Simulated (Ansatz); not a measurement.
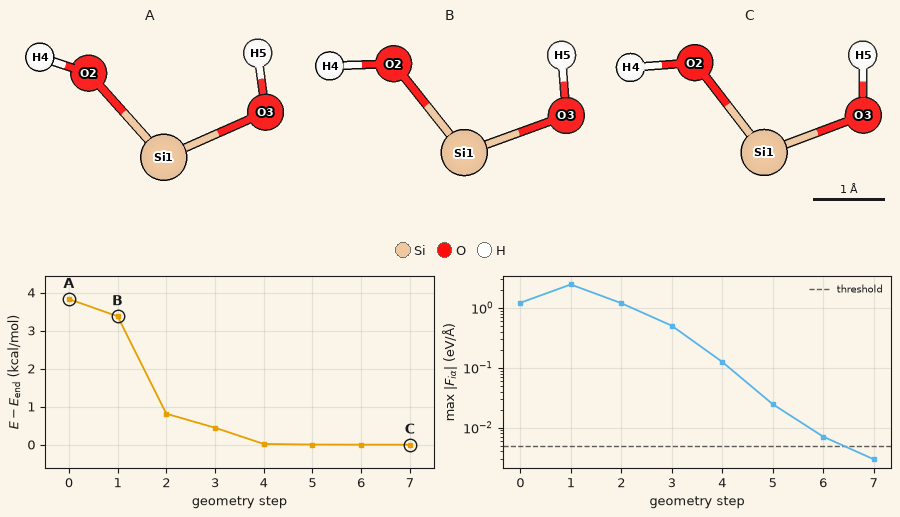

Frames of a relaxation of SiH₂O₂, marked on the history of the run. A ball-and-stick model, seen at a tilt.

It is one of the separated products of a reaction.

Method: RKS PBE0-D4/def2-TZVP (Ansatz). Settings: force threshold 0.005 eV/Å; at most 200 steps.

Describe the path.

Answer. After 7 geometry steps the energy has fallen by 3.83 kcal/mol. Largest force component: 1.2 eV/Å at the start, 0.003 eV/Å at the end. O2 moves most after the best rigid fit: 0.27 Å. Largest moves by element: O 0.27 Å, H 0.24 Å, Si 0.07 Å. Near-neighbour distances that change, for instance: Si1–O2 1.708 → 1.663 Å, Si1–O3 1.686 → 1.642 Å. Among the angles between lasting bonds that change: Si1–O3–H5 113.3° → 117.5°, Si1–O2–H4 113.3° → 116.1°. Groups turn about Si1–O2 by about 40°. From step 0 to 1: H4 moves most (0.20 Å), energy −0.45 kcal/mol. From step 1 to 7: O2 moves most (0.11 Å), energy −3.38 kcal/mol.

| step | E − E(0), kcal/mol | largest force component, eV/Å |
| --- | --- | --- |
| 0 | 0.00 | 1.2176 |
| 1 | -0.45 | 2.4615 |
| 2 | -3.01 | 1.1990 |
| 3 | -3.38 | 0.5051 |
| 4 | -3.81 | 0.1257 |
| 5 | -3.83 | 0.0247 |
| 6 | -3.83 | 0.0071 |
| 7 | -3.83 | 0.0030 |
